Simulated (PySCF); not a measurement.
# C3H4O5S: magnetic properties

Aim: compute the magnetic properties of C3H4O5S (`O=C1COCS(=O)(=O)O1`).

Programs: PySCF 2.14.0, with routines of our own; each step states its level. All values are computed. Atoms count from 0.

### 1 The starting structure

13 atoms, charge 0, multiplicity 1; geometry from: GFN2-xTB.

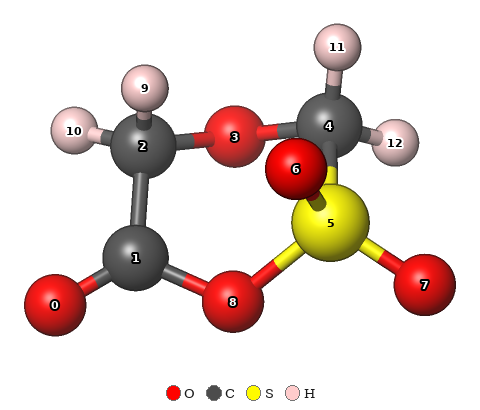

The starting geometry (oxygen red, carbon dark grey, sulfur yellow, hydrogen pink).

### 2 Magnetic properties: GIAO B3LYP/pcSseg-1

What the job is given:

```
{"job": {"kind": "mag", "xc": "B3LYP", "basis": "pcSseg-1", "isotopologues": 0}, "charge": 0, "multiplicity": 1}
O      2.057430     1.825887     0.623967
C      1.218009     1.064857     0.267980
C      1.175376    -0.423126     0.588859
O      0.626797    -1.147966    -0.495429
C     -0.749794    -1.065030    -0.593813
S     -1.252528     0.684608    -0.351429
O     -1.636111     0.841670     1.012666
O     -2.103420     1.155442    -1.382332
O      0.191228     1.439857    -0.535817
H      0.593058    -0.568383     1.510151
H      2.192122    -0.794498     0.734073
H     -1.268397    -1.627021     0.192220
H     -1.048159    -1.385811    -1.588825
```

Method: GIAO B3LYP/pcSseg-1 magnetisability, rotational g tensor and spin-rotation constants, non-relativistic, gas phase.

On the command line:

```bash
$ OMP_NUM_THREADS=1 python excited_run.py task.json out
```

This one command runs all jobs of the session in turn.

Standard output:

```text
coarse grid: 12792 points
cycle   1  E = -890.2981420485  dE =  2.684e+00  |g| = 1.636e+00  |ddm| = 3.712e+00
cycle   2  E = -888.5053309256  dE =  1.793e+00  |g| = 3.530e+00  |ddm| = 3.551e+00
cycle   3  E = -890.7244342993  dE = -2.219e+00  |g| = 4.946e-01  |ddm| = 2.746e+00
cycle   4  E = -890.7604055346  dE = -3.597e-02  |g| = 2.433e-01  |ddm| = 4.698e-01
cycle   5  E = -890.7698974388  dE = -9.492e-03  |g| = 5.119e-02  |ddm| = 1.601e-01
cycle   6  E = -890.7704495489  dE = -5.521e-04  |g| = 1.640e-02  |ddm| = 4.923e-02
cycle   7  E = -890.7704947084  dE = -4.516e-05  |g| = 6.621e-03  |ddm| = 1.368e-02
cycle   8  E = -890.7705020779  dE = -7.370e-06  |g| = 1.570e-03  |ddm| = 4.682e-03
final grid: 122904 points
cycle   9  E = -890.8901079700  dE = -2.734e-05  |g| = 8.617e-03  |ddm| = 1.927e-02
cycle  10  E = -890.8900784996  dE =  2.947e-05  |g| = 1.533e-02  |ddm| = 1.449e-02
cycle  11  E = -890.8901209449  dE = -4.245e-05  |g| = 2.073e-03  |ddm| = 9.891e-03
cycle  12  E = -890.8901217099  dE = -7.650e-07  |g| = 4.752e-04  |ddm| = 1.502e-03
cycle  13  E = -890.8901217458  dE = -3.588e-08  |g| = 1.660e-04  |ddm| = 4.012e-04
cycle  14  E = -890.8901217510  dE = -5.213e-09  |g| = 3.704e-05  |ddm| = 1.340e-04
cycle  15  E = -890.8901217512  dE = -1.835e-10  |g| = 2.189e-05  |ddm| = 3.793e-05
converged SCF energy = -890.8901217512

Magnetisability tensor (1e-30 J/T^2)
    -1042.09       23.78       48.50
       23.78    -1028.59      -30.34
       48.50      -30.34    -1088.15
isotropic -1052.94   principal values   -1132.92  -1016.91  -1008.99
isotropic susceptibility -63.410 1e-6 cm^3/mol

Inertial axes            a          b          c
rot. const./GHz      2.4270     1.4186     1.1212
chi total           -61.314    -62.702    -66.213
chi diamagnetic    -577.950   -895.491  -1109.044
chi paramagnetic    516.636    832.789   1042.831
quadrupole/D A       -4.051      3.147      0.904
g nuclear            0.5389     0.5238     0.5272
g electronic        -0.5891    -0.5550    -0.5493
g total             -0.0501    -0.0312    -0.0221

Spin-rotation constants (kHz, H = +C I.J)
atom  isotope        aa         bb         cc
  9     1H       -0.229     -0.161      0.047
 10     1H        0.080     -0.107     -0.129
 11     1H       -0.254     -0.091      0.012
 12     1H       -0.172     -0.087     -0.024
  0    17O*      -1.707     -0.714     -0.209
  1    13C*       1.060      0.531      0.365
  2    13C*       0.541      0.321      0.255
  3    17O*      -0.301     -0.053     -0.105
  4    13C*       0.663      0.365      0.294
  5    33S*       1.002      0.674      0.375
  6    17O*      -0.621     -0.389     -0.327
  8    17O*      -0.815     -0.527     -0.304
* in the singly substituted isotopologue
```

It took 30 s on 1 thread of Arm Neoverse V2, shared host; peak memory 0.8 GiB.

Key values:

```
              quantity                      value
       magnetisability           -1053·10⁻³⁰ J/T²
  molar susceptibility         -63.4·10⁻⁶ cm³/mol
rotational g (a, b, c)  -0.0501, -0.0312, -0.0221
```

Orbitals, density, ELF and potential are computed afterwards from the orbital file.

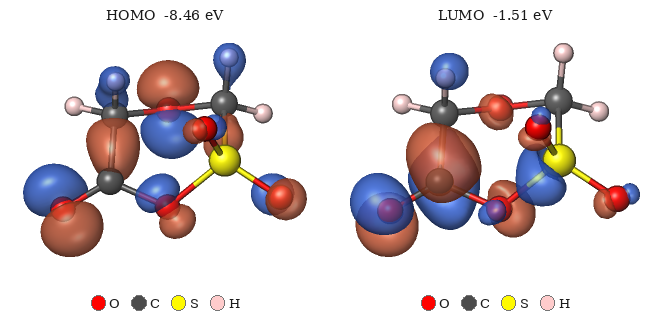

Frontier orbitals at B3LYP/pcSseg-1; each surface holds 70 % of the orbital's density, blue and red mark the sign.

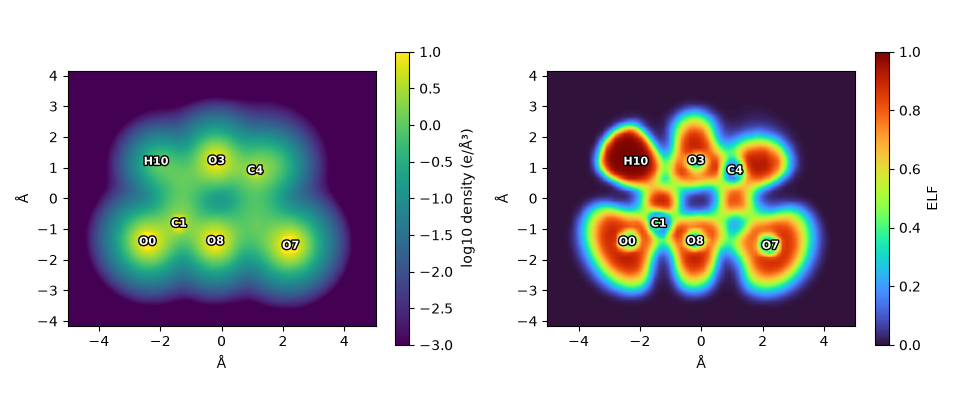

Density (left) and ELF (right) in a plane through or near 7 of the atoms.

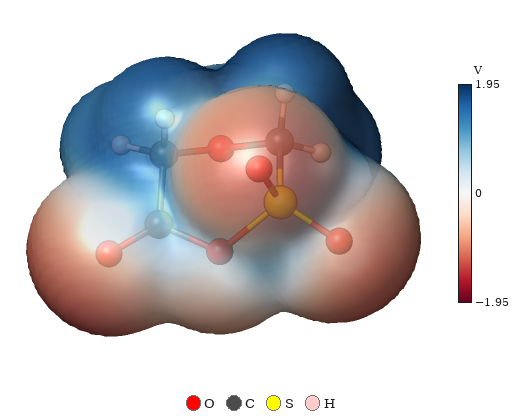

The potential that a unit positive charge feels on the 0.002 e/bohr³ surface, from the 1st to the 99th percentile, from -1.25 V near O0 to 1.95 V near H11.

### 3 Magnetic properties: GIAO LC-wPBE/6-31G*

The job, as its differences from that of step 2:

```diff
@@ -1,2 +1,2 @@
-{"job": {"kind": "mag", "xc": "B3LYP", "basis": "pcSseg-1", "isotopologues": 0}, "charge": 0, "multiplicity": 1}
+{"job": {"kind": "mag", "xc": "LC-wPBE", "basis": "6-31G*"}, "charge": 0, "multiplicity": 1}
 O      2.057430     1.825887     0.623967
```

Level: GIAO LC-wPBE/6-31G* magnetisability, rotational g tensor and spin-rotation constants, non-relativistic, gas phase.

Standard output:

```text
coarse grid: 12792 points
cycle   1  E = -890.1026280532  dE =  3.115e+00  |g| = 1.610e+00  |ddm| = 4.070e+00
cycle   2  E = -889.7448216205  dE =  3.578e-01  |g| = 2.226e+00  |ddm| = 2.751e+00
cycle   3  E = -890.6163834861  dE = -8.716e-01  |g| = 1.960e-01  |ddm| = 1.615e+00
cycle   4  E = -890.6218106789  dE = -5.427e-03  |g| = 1.093e-01  |ddm| = 1.936e-01
cycle   5  E = -890.6239861240  dE = -2.175e-03  |g| = 9.074e-03  |ddm| = 7.901e-02
cycle   6  E = -890.6240298293  dE = -4.371e-05  |g| = 4.767e-03  |ddm| = 2.002e-02
cycle   7  E = -890.6240365745  dE = -6.745e-06  |g| = 2.247e-03  |ddm| = 7.247e-03
final grid: 122904 points
cycle   8  E = -890.5013405978  dE = -4.008e-05  |g| = 5.107e-03  |ddm| = 2.150e-02
cycle   9  E = -890.5013433299  dE = -2.732e-06  |g| = 4.575e-03  |ddm| = 7.612e-03
cycle  10  E = -890.5013471480  dE = -3.818e-06  |g| = 8.411e-04  |ddm| = 3.435e-03
cycle  11  E = -890.5013472977  dE = -1.497e-07  |g| = 3.352e-04  |ddm| = 8.907e-04
cycle  12  E = -890.5013473338  dE = -3.608e-08  |g| = 1.086e-04  |ddm| = 5.581e-04
cycle  13  E = -890.5013473370  dE = -3.233e-09  |g| = 4.090e-05  |ddm| = 1.463e-04
cycle  14  E = -890.5013473377  dE = -6.585e-10  |g| = 1.016e-05  |ddm| = 8.193e-05
converged SCF energy = -890.5013473377

Magnetisability tensor (1e-30 J/T^2)
    -1051.65       27.78       51.32
       27.78    -1037.46      -28.92
       51.32      -28.92    -1095.80
isotropic -1061.63   principal values   -1144.21  -1027.65  -1013.04
isotropic susceptibility -63.933 1e-6 cm^3/mol

Inertial axes            a          b          c
rot. const./GHz      2.4270     1.4186     1.1212
chi total           -61.765    -63.257    -66.777
chi diamagnetic    -575.360   -892.691  -1106.229
chi paramagnetic    513.595    829.434   1039.452
quadrupole/D A       -3.805      3.036      0.768
g nuclear            0.5389     0.5238     0.5272
g electronic        -0.5856    -0.5528    -0.5475
g total             -0.0467    -0.0290    -0.0203

Spin-rotation constants (kHz, H = +C I.J)
atom  isotope        aa         bb         cc
  9     1H       -0.239     -0.164      0.042
 10     1H        0.065     -0.114     -0.132
 11     1H       -0.269     -0.096      0.006
 12     1H       -0.188     -0.094     -0.029
  0    17O*      -1.570     -0.642     -0.163
  1    13C*       0.946      0.464      0.313
  2    13C*       0.455      0.265      0.212
  3    17O*      -0.223     -0.030     -0.070
  4    13C*       0.543      0.303      0.245
  5    33S*       0.896      0.608      0.336
  6    17O*      -0.492     -0.318     -0.277
  8    17O*      -0.696     -0.456     -0.260
* in the singly substituted isotopologue
```

Wall time 33 s (1 thread of Arm Neoverse V2, shared host); peak memory 0.58 GiB.

From this job:

```
              quantity                      value
       magnetisability           -1062·10⁻³⁰ J/T²
  molar susceptibility         -63.9·10⁻⁶ cm³/mol
rotational g (a, b, c)  -0.0467, -0.0290, -0.0203
```

### 4 The levels compared

```
              level  ξ (10⁻³⁰ J/T²)     g(a)     g(b)  gap (eV)  functions  time
GIAO B3LYP/pcSseg-1           -1053  -0.0501  -0.0312      6.95        180  30 s
GIAO LC-wPBE/6-31G*           -1062  -0.0467  -0.0290     12.73        138  33 s
```

### 5 What came out

```
                                            quantity                      value
       magnetisability (step 2, GIAO B3LYP/pcSseg-1)           -1053·10⁻³⁰ J/T²
  molar susceptibility (step 2, GIAO B3LYP/pcSseg-1)         -63.4·10⁻⁶ cm³/mol
rotational g (a, b, c) (step 2, GIAO B3LYP/pcSseg-1)  -0.0501, -0.0312, -0.0221
               surface potential, 1st and 99th percentile         -1.25 V and 1.95 V
                     magnetisability over the levels  -1062 to -1053·10⁻³⁰ J/T²
```

In words: At B3LYP/pcSseg-1, counted by nearest atom on the grid, the HOMO lies on O0, O3 about 29 % each; O7, O8 about 7 % each, the LUMO on C1 39 %; O0 27 %. The magnetisability spreads by 0.8 % over 2 levels of like cost. Two levels can agree by chance, so this spread shows no convergence. Vibrational averaging and real surroundings are missing from these values.
